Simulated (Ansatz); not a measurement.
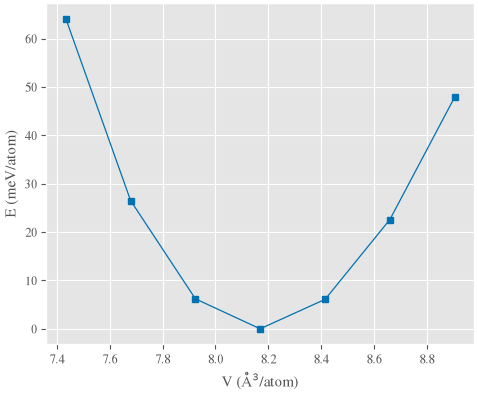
Figure. SiC (rock salt, space group No. 225) under volume change, r²SCAN in the plane-wave PAW code Ansatz, scaled uniformly.

Question: What does a third-order Birch–Murnaghan fit give for V₀, B₀ and B′?

Answer: V₀ = 8.16 Å³/atom, B₀ = 266 GPa, B′ = 4.5.

Space group Fm-3m (rock salt). This is a known high-pressure phase of the composition, computed here at zero pressure and temperature. The cell was relaxed with r²SCAN under the symmetry of its start; whether a distortion lowers the energy is not shown. Its formation energy is positive at this level, so the cell may be metastable or incomplete.

Potentials: the later of the program's two PAW sets.
